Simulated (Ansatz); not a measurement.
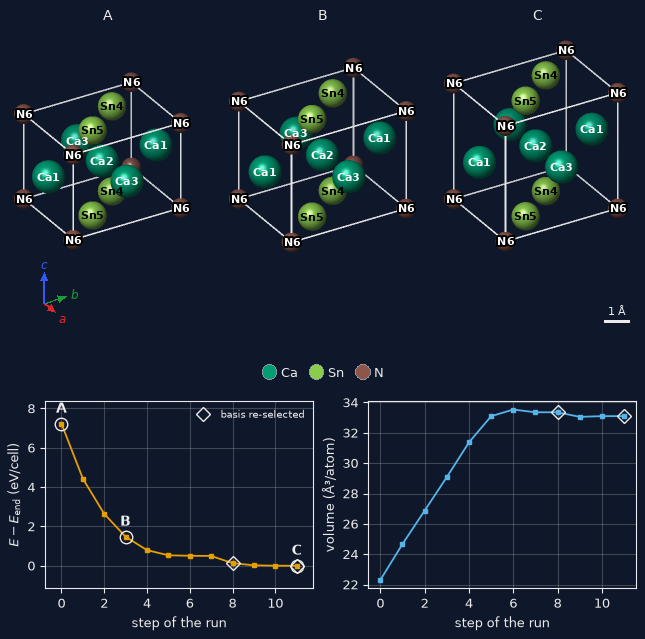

Frames of a relaxation of a crystal of Ca$_{3}$Sn$_{2}$N (a generated structure, set up in P6/mmm) (coarse preliminary run), marked on the history of the run. Style: ball-and-stick. Shown: the cell of the calculation, slightly off an axis.

Theory: DFT PBE, scalar-relativistic, plane waves, PAW in Ansatz 0.2.0. Settings: plane-wave cutoff 420 eV; k-point mesh 3 × 3 × 6; occupations gaussian; smearing width 0.1 eV; no spin polarisation; cell and atoms relaxed; force threshold 0.04 eV/Å; at most 70 steps.

> What happens along the run?

Over 9 accepted moves (11 points after the start) the energy falls by 7.224 eV per cell of the calculation. All forces vanish by symmetry, so only the cell relaxes. Pressure: 35.00 GPa at the start and 0.20 GPa at the end. The SCF was repeated twice at an unchanged geometry on a basis and grid sized afresh for the cell, which shifted the energy by 0.367 eV per cell of the calculation at most. The atoms keep their places relative to the cell (all moves are under 0.005 Å). The drawn cell changes as follows: a = b 6.554 → 6.847 Å (+4.5 %), c 3.598 → 4.891 Å (+36.0 %); the volume changes by +48.4 %. Near-neighbour distances that change, for instance: Ca1–Sn4 2.610 → 3.145 Å, Ca1–Ca2 3.277 → 3.424 Å. The space group stays P6/mmm (No. 191). Cost: 60 s on 1 thread of Arm Neoverse V1 (shared host), peak memory 0.45 GiB. From step 0 to 3: volume +30.4 %, energy −5.749 eV per cell of the calculation. From step 3 to 11: volume +13.8 %, energy −1.474 eV per cell of the calculation.

```
step  E − E(0), meV/atom  pressure, GPa  volume, Å³/atom                      note
   0                0.00          35.00           22.302                          
   1             -465.92          22.93           24.670                          
   2             -764.42          14.89           26.872                          
   3             -958.21           8.92           29.082                          
   4            -1071.57           4.28           31.371                          
   5            -1115.29           0.99           33.095                          
   6            -1119.54          -0.06           33.536                          
   7            -1120.73          -0.33           33.354                          
   8            -1181.93           1.65           33.354  same geometry, new basis
   9            -1200.17           0.85           33.051                          
  10            -1203.50           0.18           33.099                          
  11            -1203.93           0.20           33.099  same geometry, new basis
```

Limits of the set-up: layers or molecules are held without a dispersion correction, so their spacing is unreliable.
